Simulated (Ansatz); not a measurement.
Level of theory: PBE (plane waves to 420 eV, PAW; Ansatz, a program for electronic structure).

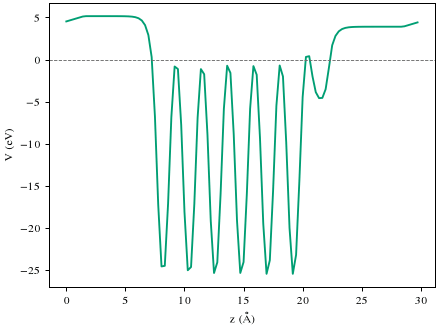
Figure. Plane-averaged electrostatic potential energy along the normal, in eV from the Fermi level, for a constructed model of the (111) surface of fcc Rh, (√3x√3)R30° layer of Pb, one a cell, in the other hollow (bottom of the slab: a bare face, its two planes held)

Slab: 19 atoms, 13.6 Å thick at the start; k 9x9x1, smearing 0.1 eV, dipole-corrected; 6 atoms held, the rest relaxed; symmetry of the start imposed; no spin, no spin-orbit, no U. In PBE it is, or lies within 0.01 eV a 1x1 cell of, the lowest of the 2 structures of its composition computed so far; larger cells were not tried.

**Question.** The surface cell has an area of 19.06 Å². What dipole along the normal does the step between the two vacuum levels imply?

**Answer.** the top vacuum level lies 1.26 eV below the bottom one; p = −ε₀ A ΔV (ε₀ = 0.005526 e/(V·Å)) gives 0.13 e·Å a cell.
